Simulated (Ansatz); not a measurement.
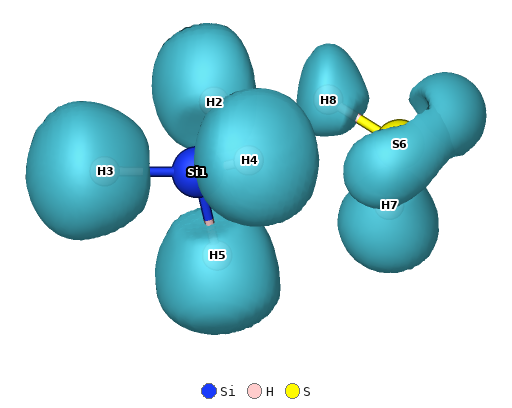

*SiH₄···H₂S. Isosurface of the ELF at 0.9 (cyan), seen at a tilt. Core shells and regions of very low density are left out.*

Not at a stationary point (largest force 0.8 eV/Å).

Theory: RKS B3LYP/def2-SVP (Ansatz).

| atom | x (Å) | y (Å) | z (Å) |
| --- | --- | --- | --- |
| Si | 0.2626 | 0.0458 | -0.1133 |
| H | 0.0470 | -0.1099 | 1.3348 |
| H | 1.7311 | -0.0243 | -0.3849 |
| H | -0.2469 | 1.3641 | -0.5741 |
| H | -0.3993 | -1.0719 | -0.8406 |
| S | -2.9020 | 0.1664 | 1.0404 |
| H | -3.0980 | -1.1396 | 0.7488 |
| H | -1.7689 | -0.1034 | 1.7799 |

> What do the ELF domains correspond to?

The ELF exceeds this value in six regions around hydrogen nuclei and one region wrapped around S (its lone pairs, merged into a ring or cap).

Values along the shortest contacts:
H2···H8 (1.87 Å): the ELF dips to about 0.10 between them. S–H (1.35 Å): the ELF climbs to about 1 towards the hydrogen, as it does in any bond to H.
